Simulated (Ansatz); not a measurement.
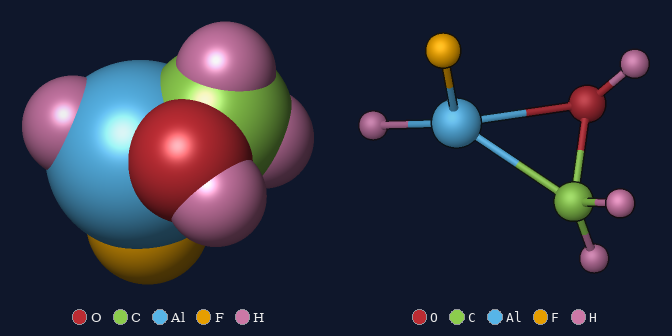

Two views of one molecule.

Describe the molecule.

It has 8 atoms: 1 carbon, 4 hydrogen, 1 aluminium, 1 fluorine and 1 oxygen (CH₄AlFO). The point group is C1. Coordination, clear cases only: 1 O trigonal pyramidal.

More results for the same structure follow; atom numbers are the same in all pictures, views and colours differ. The geometry was computed by an optimisation with PBE0-D4/def2-TZVP.

Thermal motion

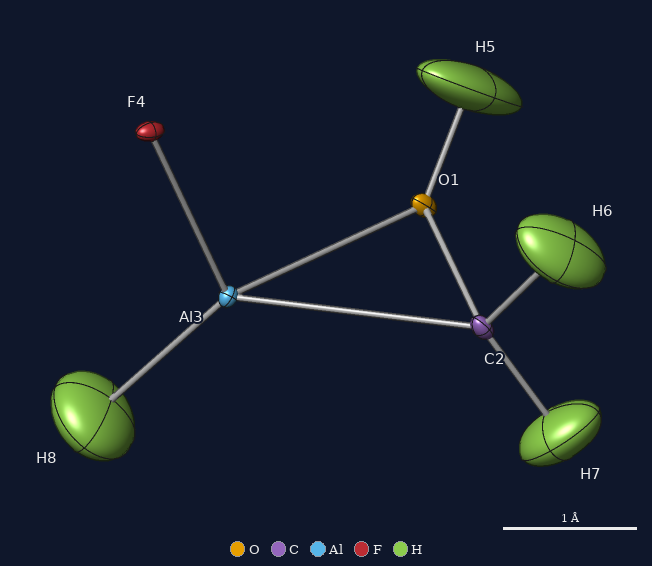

Displacement ellipsoids at the 50 % level, enlarged 1.5 times, from the internal vibrations of the free molecule (harmonic, no overall translation or rotation; no half-axis is drawn under 0.075 Å). Vibrations computed with RKS PBE0-D4/def2-TZVP (Ansatz 0.2.0). Temperature: 100 K.

**Which atom has the largest mean-square displacement?**

H5, with U_eq = 0.0239 Å².

**Does H5 move more along its bond or across it?**

Across it: the root-mean-square amplitude is 0.074 Å along the bond and up to 0.224 Å across, since bending and torsion are softer than stretching.

List U_eq and the three principal root-mean-square amplitudes for each kind of atom.

| atom | U_eq (Å²) | rms amplitudes (Å) |
| --- | --- | --- |
| O1 | 0.0017 | 0.026, 0.037, 0.056 |
| C2 | 0.0017 | 0.032, 0.038, 0.050 |
| Al3 | 0.00094 | 0.023, 0.030, 0.037 |
| F4 | 0.0016 | 0.025, 0.036, 0.053 |
| H5 | 0.0239 | 0.073, 0.126, 0.224 |
| H6 | 0.0169 | 0.080, 0.121, 0.173 |
| H7 | 0.0162 | 0.084, 0.130, 0.157 |
| H8 | 0.0221 | 0.096, 0.159, 0.178 |

Electronic properties

Method: RKS r2SCAN-D4/def2-TZVPP (Ansatz 0.2.0).

**Estimate the dispersion correction.**

−2.7 kJ/mol.

**Give the LUMO energy (Kohn–Sham orbital) at this level.**

−0.44 eV.

**Give the HOMO energy (Kohn–Sham orbital) at this level.**

−6.53 eV.

**Estimate the dipole moment.**

2.86 D.

Charges

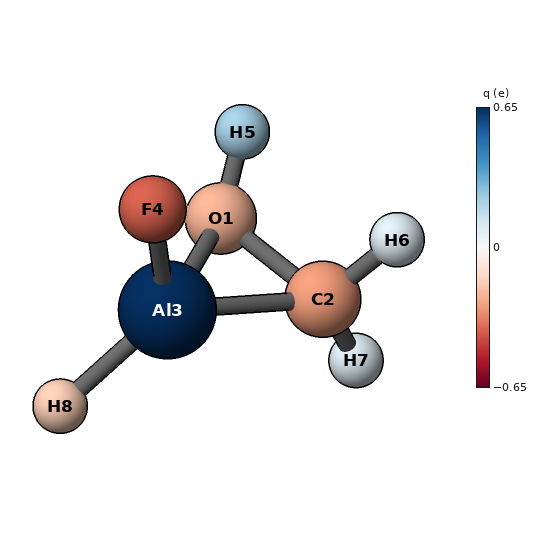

Atoms are coloured by their Mulliken charges. Level of theory: RKS r2SCAN-D4/def2-TZVPP (Ansatz 0.2.0).

**Which atom carries the highest charge (most positive or least negative)?**

Al3 (0.65 e).

**And the lowest?**

F4 (−0.39 e).

Give the Mulliken charges atom by atom.

```tsv
atom	value (e)
O1	−0.22
C2	−0.27
Al3	0.65
F4	−0.39
H5	0.22
H6	0.09
H7	0.09
H8	−0.16
```

Mulliken values depend strongly on the basis set and can even reverse the polarity of a bond.
